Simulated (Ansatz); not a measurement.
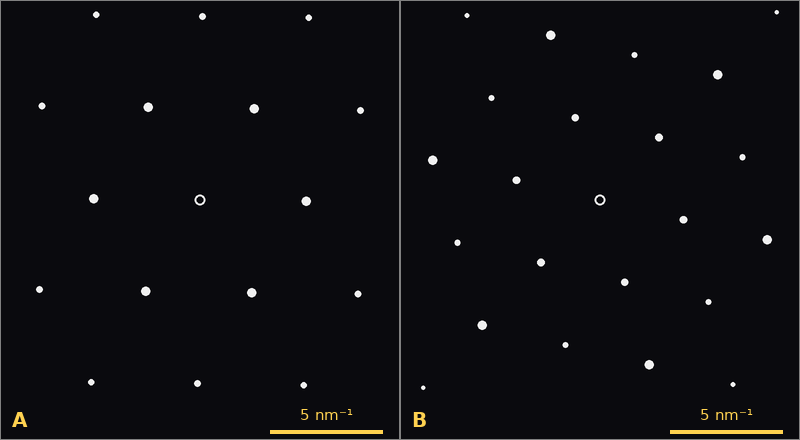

Kinematic electron diffraction patterns (200 kV, B = 0.5 Å², same scale, each along a low-index zone) of two structures of composition MnGa2, each relaxed at zero pressure with DFT PBE, scalar-relativistic, plane waves, PAW in Ansatz 0.2.0. Each run keeps the magnetic state that it reached.

The structures (standard cells):
1. Fd-3m (No. 227), a = 7.312 Å, 24 atoms; generated start, possibly hypothetical
2. Fm-3m (No. 225), a = 5.927 Å, 12 atoms; generated start, possibly hypothetical

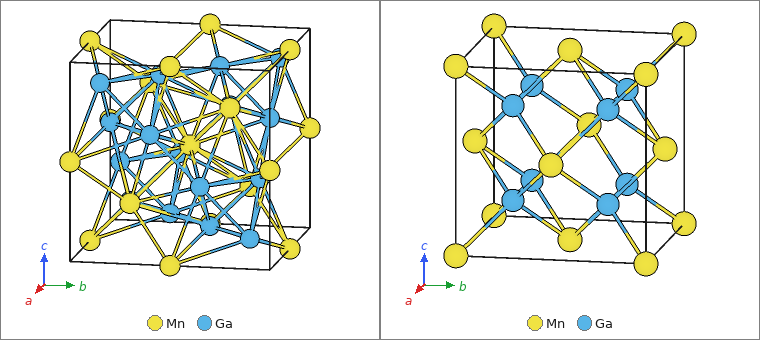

Drawings of the structures 1 to 2, from left to right (each may span several cells).

**Which pattern belongs to which structure, and along which zone?**

A is structure 2 along [111] or an equivalent direction: hexagonal net of -2 2 0 at d = 2.10 Å and -2 0 2 at d = 2.10 Å, 60.0° apart. B is structure 1 along [111] or an equivalent direction: hexagonal net of -2 2 0 at d = 2.59 Å and -2 0 2 at d = 2.59 Å, 60.0° apart.

**Rank the structures by their computed energy.**

Structure 2 (Fm-3m, 17.35 Å³ an atom) is the lowest of these; structure 1 (Fd-3m, 16.29 Å³ an atom) lies about 190 meV an atom higher. These are static energies at 0 K; other structures, not shown, may lie lower still.
